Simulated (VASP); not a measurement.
Band structure of CdTe (zinc blende). Calculation: vdW-DF2, VASP's PBE PAW potentials (set 64) (plane waves; VASP 6.6.1).

Unless said otherwise, spin-orbit coupling is left out, though it shifts the bands of the heavy elements here.

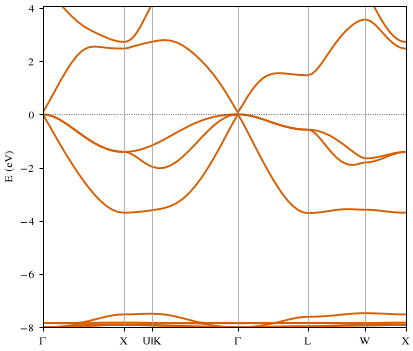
Figure. Bands along high-symmetry lines, zero at the valence-band maximum or, without a gap, the Fermi level

Read the plot: is there a gap, and where are the band edges?

The gap is direct, 0.07 eV, from the valence maximum at Γ to the conduction minimum at Γ. (Edges off the drawn lines would not show.)

Measured: gap 1.63 eV (computed value off by -1.56 eV), as given by Anna Miglio et al., npj Computational Materials (2020), arXiv:2011.12765 [zero-point renormalisation of 16 meV (experimental, the table's column) added back].

The compound is CdTe in the zinc blende structure. It was relaxed first, which changed the volume by +16 %.
